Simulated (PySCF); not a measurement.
# C2H6O2S, SMILES `CS(C)(=O)=O`: electronic structure

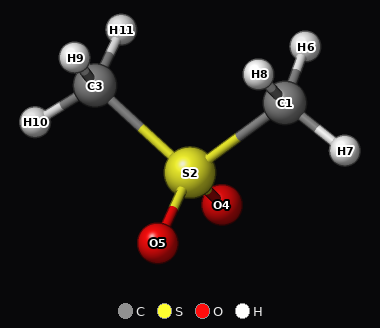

The molecule, with its atoms numbered as below. No frequency check shows the geometry to be a minimum.

Cartesian coordinates (Å):

```
C1      -1.4225   -0.9332   -0.0004
S2      -0.0001    0.1933    0.0000
C3       1.4227   -0.9328   -0.0002
O4       0.0002    0.9323   -1.2307
O5      -0.0005    0.9315    1.2314
H6      -1.3780   -1.5381   -0.8962
H7      -2.3203   -0.3276   -0.0010
H8      -1.3768   -1.5399    0.8949
H9       1.3784   -1.5383    0.8952
H10      2.3203   -0.3270    0.0008
H11      1.3800   -1.5365   -0.8959
```

Part 1: Bonding charge

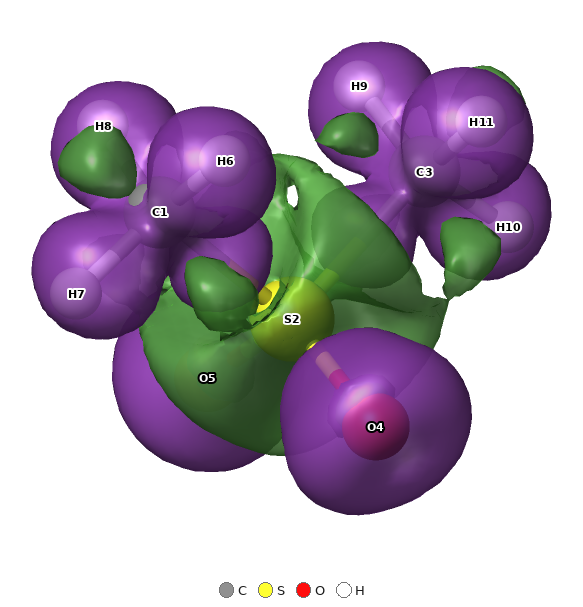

Deformation density (molecule less spherical, spin-averaged free atoms at the same positions), surfaces at ±0.07 e/Å³; purple: gain, green: loss.

Level of theory: PBE0/def2-SVPD (PySCF), at a geometry from GFN2-xTB.

How much density has each bond gained at its critical point, relative to the free atoms?

Answer. C3–H11, C1–H6, C3–H9 and C1–H8: +0.71 e/Å³ at the bond critical point (bond length 1.08 Å). C1–H7 and C3–H10: +0.71 e/Å³ at the bond critical point (bond length 1.08 Å). C1–S2 and S2–C3: +0.37 e/Å³ at the bond critical point (bond length 1.81 Å). S2–O4 and S2–O5: +0.14 e/Å³ at the bond critical point (bond length 1.44 Å). In all, 2.6 electrons gather in the regions of gain relative to the promolecule. A small or negative value marks a very polar bond, one between electron-rich atoms, whose free-atom densities already overlap strongly, a long bond to a heavier atom, or a closed-shell contact such as a hydrogen bond.

Where do the Hirshfeld charges lie?

Answer. The highest Hirshfeld charge is on S2 (+0.51 e), the lowest on O4 and O5 (−0.34 e).

| atom | charge (e) |
| --- | --- |
| C1 | −0.11 |
| S2 | +0.51 |
| C3 | −0.11 |
| O4 | −0.34 |
| O5 | −0.34 |
| H6 | +0.06 |
| H7 | +0.07 |
| H8 | +0.06 |
| H9 | +0.06 |
| H10 | +0.07 |
| H11 | +0.06 |

Part 2: Bond critical points

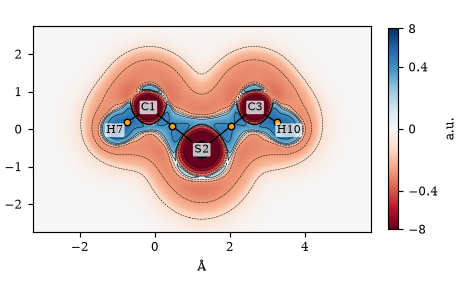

Negative Laplacian of the density (−∇²ρ) in the plane of C1, S2, C3, H7 and H10 (blue positive, red negative, colour scale in a.u., logarithmic beyond ±0.04), with bond paths and bond critical points (dots).

At which bond critical points in this plane is charge locally concentrated, and at which depleted?

Answer. Concentrated (∇²ρ < 0): C1–H7 and C3–H10 (−1.07 a.u.); C1–S2 and S2–C3 (−0.40 a.u.). At none is it depleted.

Where along C1–H7 does the critical point lie?

Answer. 0.69 Å from C1 and 0.39 Å from H7.

Part 3: Electrostatic potential

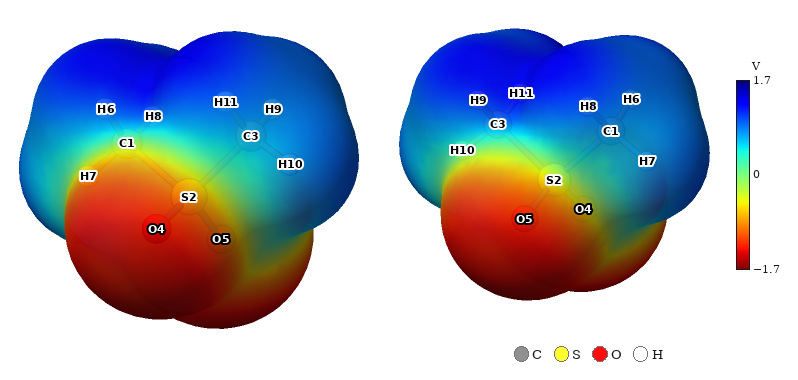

Electrostatic potential on the surface of electron density 0.001 a.u. (back view left, front view right).

Where are the extremes of the potential on the surface?

Answer. Highest: 1.36 V, near H11 (1.51 Å) and H6 (1.65 Å), and at like points elsewhere. Further maxima include 1.04 V, 1.3 Å from H7. Lowest: −1.63 V, 1.7 Å from O5, and at like points elsewhere. The surface is sampled at points, so like sites can differ by a few per cent and only the strongest of them is named.

Part 4: Localised orbitals

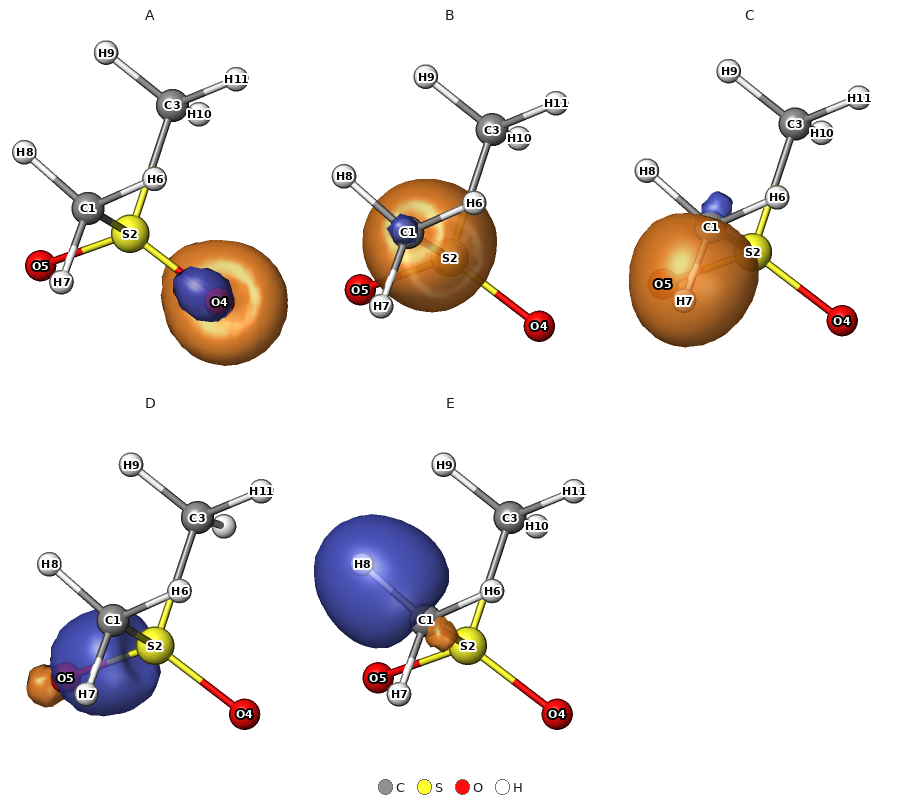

Foster–Boys orbitals, occupied; each surface holds about 70 % of the orbital's density. Energies are diagonal elements of the Fock matrix.

Method: HF/def2-SVPD; geometry: GFN2-xTB; program: PySCF.

Identify each orbital.

Answer. By panel:
- A: lone pair on O4 (sp2.4-type) (O4 93 %, S2 6 %; −18.8 eV)
- B: σ bond C1–S2 (C1 51 %, S2 46 %; −21.0 eV)
- C: σ bond C1–H7 (C1 56 %, H7 43 %; −19.5 eV)
- D: σ bond O5–S2 (O5 64 %, S2 35 %; −28.1 eV)
- E: σ bond C1–H8 (C1 55 %, H8 44 %; −19.5 eV)

How do all the valence pairs divide up?

Answer. 16 pairs: 10 σ bonds and 6 lone pairs.
